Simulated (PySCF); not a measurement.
## A study: HO, charge −1, SMILES `[OH-]`

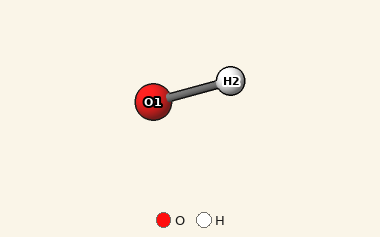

The molecule, with its atoms numbered as below. No frequency check shows the geometry to be a minimum.

Cartesian coordinates (Å):

```
O1       0.1088    0.0000    0.0000
H2      -0.8701    0.0000    0.0000
```

Part 1: Bonding charge

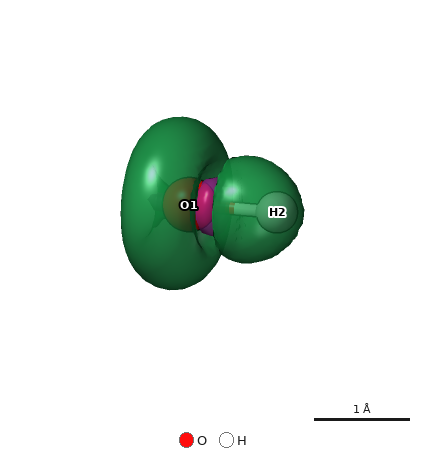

Deformation density (molecule less spherical, spin-averaged free atoms at the same positions), surfaces at ±0.1 e/Å³; green: gain, purple: loss.

Method: ωB97X/6-311+G**; geometry: GFN2-xTB; program: PySCF.

**How much density has each bond gained at its critical point, relative to the free atoms?**

O1–H2: +0.81 e/Å³ at the bond critical point (bond length 0.98 Å). In all, 1.1 electrons gather in the regions of gain relative to the promolecule of neutral atoms (this includes the anion's extra charge).

**Where do the Hirshfeld charges lie?**

The highest Hirshfeld charge is on H2 (−0.10 e), the lowest on O1 (−0.90 e).

| atom | charge (e) |
| --- | --- |
| O1 | −0.90 |
| H2 | −0.10 |

Part 2: Bond critical points

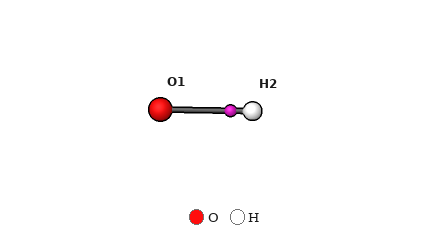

Molecular graph of the electron density (QTAIM): bond paths, bond critical points (magenta), ring points (cyan, if any); weak paths are dashed.

**How many critical points of each kind are there, and does the count close?**

2 nuclei, 1 bond, 0 ring and 0 cage critical points: 2 − 1 + 0 − 0 = 1, as the Poincaré–Hopf relation requires.

**What does the calculation give at each kind of bond critical point?**

| bond | length (Å) | ρ (a.u.) | ∇²ρ (a.u.) | ε | H (a.u.) |
| --- | --- | --- | --- | --- | --- |
| O1–H2 | 0.979 | 0.349 | −1.89 | 0.00 | −0.572 |

**What kind of interaction is O1–H2?**

Shared-shell (covalent): ρ = 0.349, ∇²ρ = −1.89, H = −0.572 a.u.

Part 3: Local ionisation energy

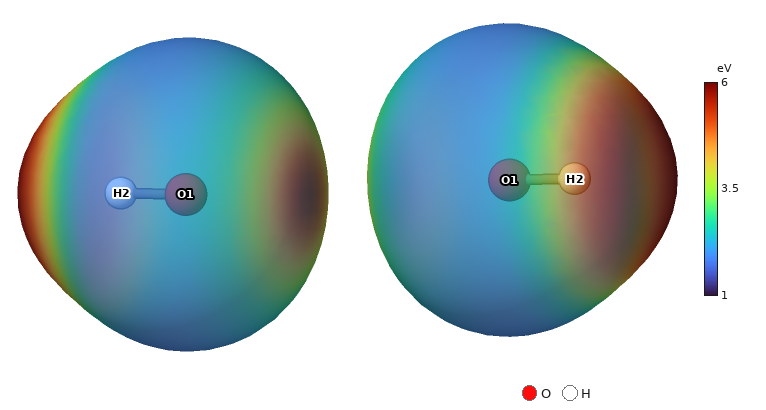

Average local ionisation energy on the surface of electron density 0.001 a.u. (back view left, front view right).

**Where are the most loosely bound electrons on this surface?**

The lowest value is 1.9 eV, off the O1–H2 bond (2.1 to 2.3 Å from its atoms), and at like points elsewhere. For comparison, the highest occupied orbital lies at −1.6 eV.

**What volume does the surface enclose?**

About 40 Å³.

Part 4: In an electric field

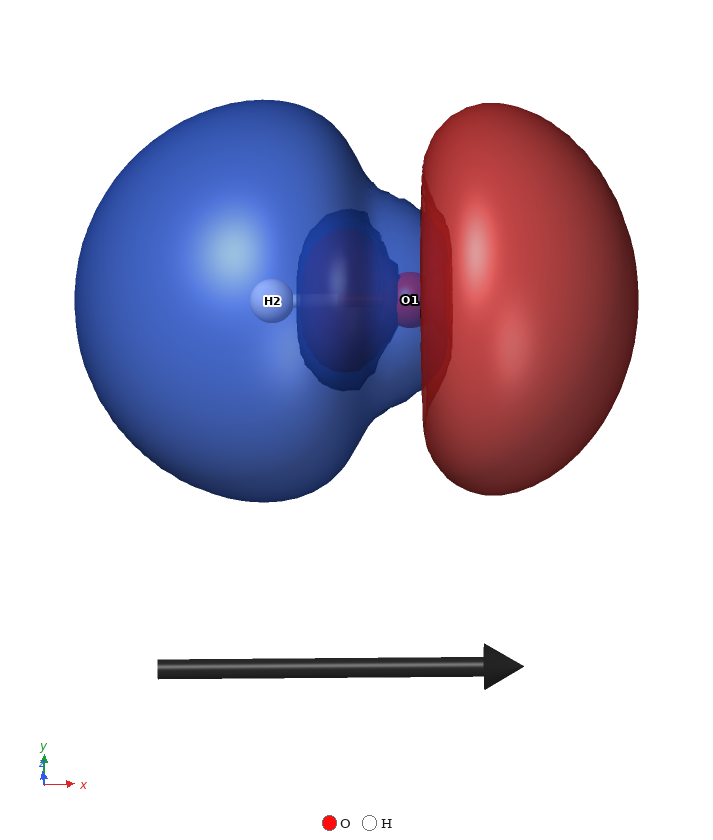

Change of the electron density in a uniform field of 0.10 V/Å along +x (arrow), surfaces at ±0.0003 e/Å³ (blue: gain, red: loss).

Computed with PySCF, B3LYP/aug-cc-pVDZ, geometry: GFN2-xTB. For an anion such functionals hold the outermost electrons too loosely, so the response is rough.

The field was applied in both directions; the picture shows the one opposite to the script's first.

**What dipole is induced, and what polarisability does it imply?**

The induced dipole is 0.09 D (along the field); α along this axis, from the fields in both directions, is 19 bohr³ (2.8 Å³).

Part 5: Localised orbitals

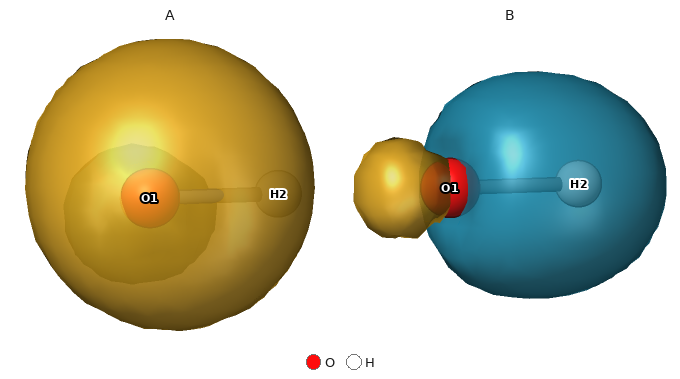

Foster–Boys orbitals, occupied; each surface holds about 80 % of the orbital's density. Energies are diagonal elements of the Fock matrix.

Level of theory: r2SCAN/def2-TZVP (PySCF), at a geometry from GFN2-xTB. The basis has no diffuse functions, which an anion needs.

**Identify each orbital.**

By panel:
- A: lone pair on O1 (sp2.6-type) (O1 100 %; −0.3 eV)
- B: σ bond O1–H2 (O1 61 %, H2 39 %; −6.1 eV)

**How do all the valence pairs divide up?**

4 pairs: 3 lone pairs and 1 σ bond.

The PySCF runs shown took 1.1 s, 1.3 s and 1 s on 1 thread of Intel(R) Xeon(R) 6975P-C (Granite Rapids), with other jobs on the host.
